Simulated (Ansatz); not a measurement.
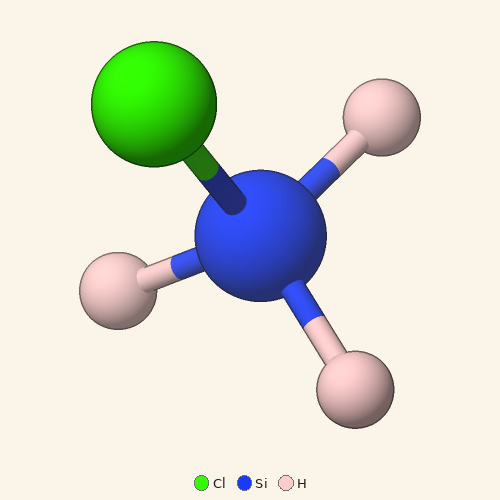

A ball-and-stick model of a molecule.

Describe the molecule.

It has 5 atoms: 1 chlorine, 3 hydrogen and 1 silicon (ClH3Si). The point group is C3v. Coordination: 1 Si tetrahedral.

More results for the same structure follow; atom numbers are the same in all pictures, views and colours differ. Computed geometry: PBE0-D4/def2-TZVP optimisation.

**Electronic properties**

Properties computed with RKS PBE0-D4/def2-TZVPP (Ansatz 0.2.0).

Question: What is the LUMO energy (Kohn–Sham orbital)?

Answer: −0.09 eV.

Question: What is the HOMO energy (Kohn–Sham orbital)?

Answer: −9.03 eV.

**Dipole moment**

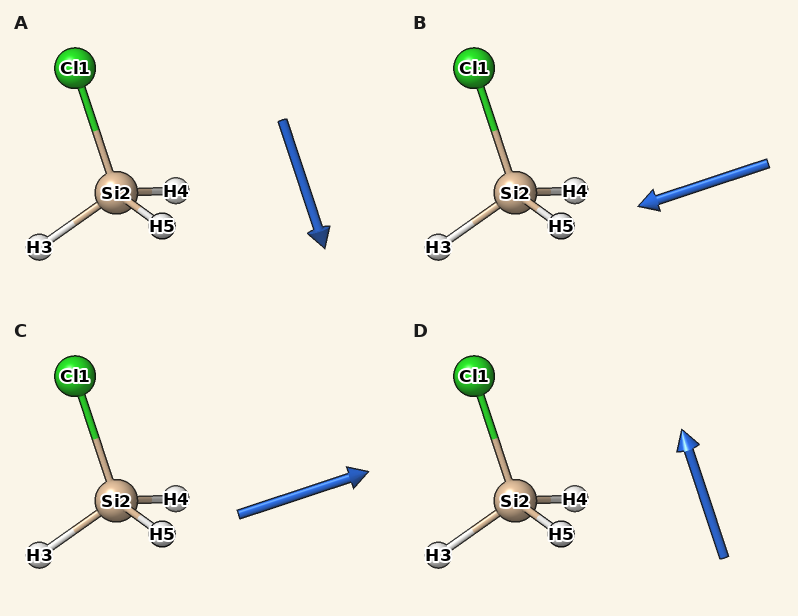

The same molecule four times, each with an arrow. Properties computed with RKS PBE0-D4/def2-TZVP (Ansatz 0.2.0).

Question: Which arrow points along the dipole moment, from the negative to the positive end?

Answer: A. The dipole moment is 1.26 D; it points from the side of Cl1 to the side of H3, H4, H5 (the outermost atoms at the two ends).

**Vibrations**

Harmonic vibrations computed with RKS PBE0-D4/def2-TZVP (Ansatz 0.2.0) at a stationary point of the same level.

Question: How many vibrational modes are there, and where do they lie?

Answer: 9 modes: 552, 656, 656, 944, 947, 947, 2249, 2261, 2261 cm⁻¹.
